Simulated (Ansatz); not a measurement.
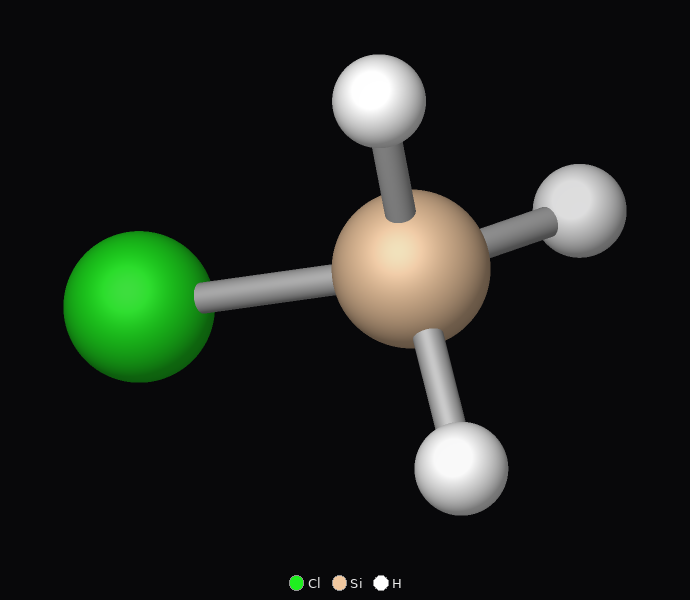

The picture shows the input geometry.

The calculation was set up as follows.

```yaml
crystal:
  periodic: [false, false, false]
  atoms:
    - {symbol: Cl, position_ang: [0.237959, -0.741592, 0.356760]}
    - {symbol: Si, position_ang: [0.797359, -2.516425, 1.225018]}
    - {symbol: H, position_ang: [1.119503, -2.262611, 2.647829]}
    - {symbol: H, position_ang: [1.986253, -3.034876, 0.510646]}
    - {symbol: H, position_ang: [-0.329602, -3.470325, 1.112659]}
basis:
  gaussian: {orbitals: def2-TZVPP}
correlation: {method: ccsd_t}
```

Command:

```sh
ansatz run in.yaml --threads 8 --pin off --events-out ev --progress --plain --max-ram 19148MiB
```

Output:

```
Functional definition: HF
  name "HF"
  cite "Fock, Z. Phys. 61, 126 (1930) doi:10.1007/BF01340294"
  parent pbe
  exchange = exact_x
  correlation = 0
716 factors; integrals over basis functions are off by at most 1.1e-3 eV
mean field evaluation 1: about -20414.3706 eV, gradient 1.3e1 eV
mean field evaluation 2: about -20414.4939 eV, gradient 1.4e1 eV
mean field evaluation 4: about -20415.2815 eV, gradient 1.8e0 eV
mean field evaluation 8: about -20415.2944 eV, gradient 6.4e-2 eV
mean field evaluation 16: about -20415.0391 eV, gradient 4.9e0 eV
mean field -20415.29439821 eV, -750.2482311507 hartree, gradient 2.2e-6 eV, S^2 0.000000; 0 other end points of the search recorded, 0 dependent functions left out
10 core orbitals not correlated: weight in the atoms' cores, before any rotation towards them, 1.000 or more for the frozen orbitals, at most 0.000 for the correlated occupied ones
reference -20415.29439821 eV, -750.2482311507 hartree; 7, 7 occupied and 109, 109 virtual orbitals, 716 factors
second order -8.72232715 eV of doubles, -0.00000000 eV of singles
cycle   1  -9.46501202 eV  change   -7.4e-1 eV  update   6.2e-2
cycle   2  -9.74007303 eV  change   -2.8e-1 eV  update   1.9e-2
cycle   3  -9.76115879 eV  change   -2.1e-2 eV  update   5.9e-3
cycle   4  -9.75763768 eV  change    3.5e-3 eV  update   1.7e-3
cycle   5  -9.75734417 eV  change    2.9e-4 eV  update   4.8e-4
cycle   6  -9.75731760 eV  change    2.7e-5 eV  update   1.4e-4
cycle   7  -9.75731457 eV  change    3.0e-6 eV  update   3.5e-5
cycle   8  -9.75732620 eV  change   -1.2e-5 eV  update   1.1e-5
perturbative correction -0.34572367 eV, -0.0127051105 hartree
Total energy: -20425.39744808 eV, -750.6195113854 hartree
```
